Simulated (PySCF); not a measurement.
# C$_{6}$H$_{11}$NOSi (SMILES C=C(C)C[C@H](C#N)O[SiH3]): what the fields show

```csv
atom,x (Å),y (Å),z (Å)
C,-2.2628,0.1692,-1.2924
C,-1.5972,0.2118,-0.1492
C,-1.5375,1.4268,0.7201
C,-0.8064,-0.9747,0.3370
C,0.6373,-0.9258,-0.2089
C,1.2814,-2.2051,0.0342
N,1.7913,-3.2060,0.2444
O,1.3468,0.1109,0.4027
Si,2.7860,0.7527,0.0019
H,-2.2909,-0.7176,-1.9037
H,-2.8134,1.0176,-1.6601
H,-2.0011,1.2186,1.6845
H,-0.4988,1.6977,0.9025
H,-2.0518,2.2654,0.2588
H,-0.7521,-0.9793,1.4270
H,-1.2665,-1.9056,-0.0006
H,0.6068,-0.7715,-1.3002
H,3.8652,-0.2261,0.1234
H,2.7448,1.2405,-1.3806
H,2.8139,1.8113,0.9969
```

Geometry: GFN2-xTB.

Method: PBE0/pcSseg-1, SCF density, gas phase, non-relativistic (PySCF).

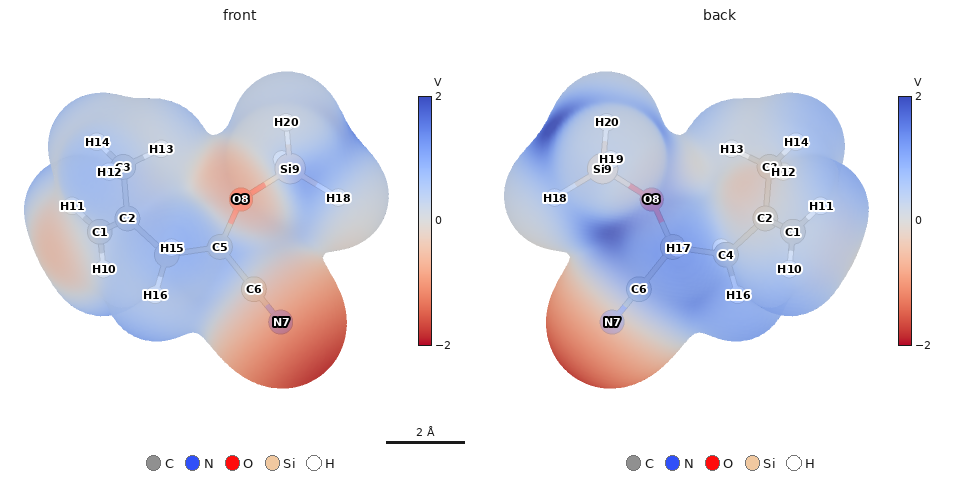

Figure 1. The electrostatic potential painted on the density surface at 0.002 e/bohr³, seen from the front and from behind; the colour scale runs from red (negative) to blue (positive).

> Which sites attract a positive test charge, and which a negative one?

A positive charge is drawn to the negative regions and a negative charge to the positive ones. The most negative region (about −1.7 V) lies over N7, the most positive (about +1.9 V) over Si9. N7 is the likeliest acceptor of a hydrogen bond.

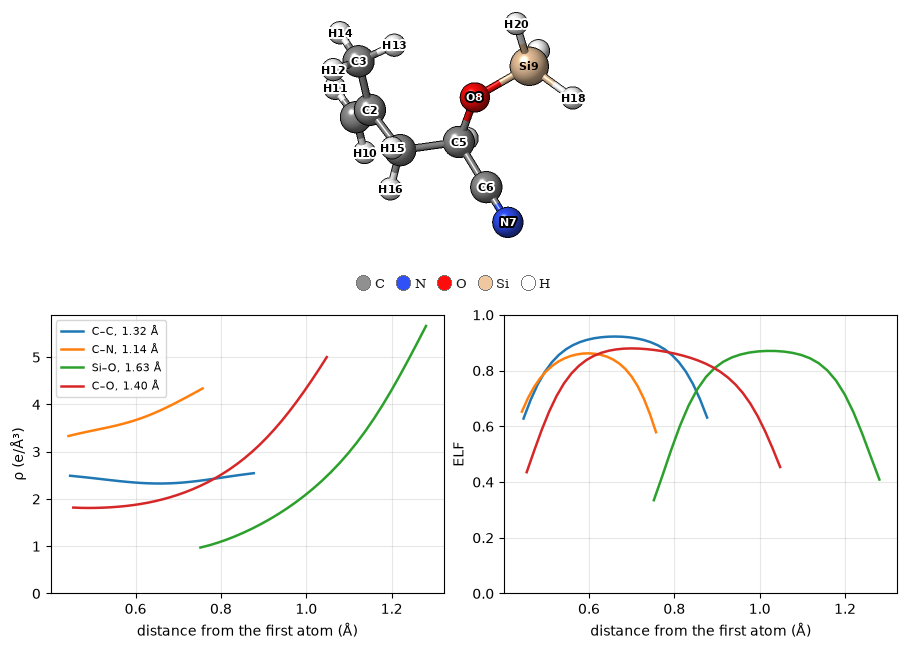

Figure 2. Electron density and ELF along straight lines between neighbouring atoms. The curves leave out the atomic cores. The structure is drawn too.

> What can be read from the curves?

C–C (1.32 Å): ρ at the midpoint is about 2.3 e/Å³; the ELF peaks at about 0.90 between the atoms (a short, multiple covalent bond).
C–N (1.14 Å): the density is about 3.6 e/Å³ at the midpoint; the ELF peaks at about 0.85 between the atoms; a multiple bond.
Si–O (1.63 Å): ρ is about 1.1 e/Å³ halfway; the ELF peaks at about 0.85 between the atoms; a short, strongly polar bond.
C–O (1.40 Å): ρ is about 2.1 e/Å³ halfway, with its minimum of 1.8 e/Å³ about 0.5 Å from C; the ELF peaks at about 0.90 between the atoms, as expected for a shared but strongly polarised pair.
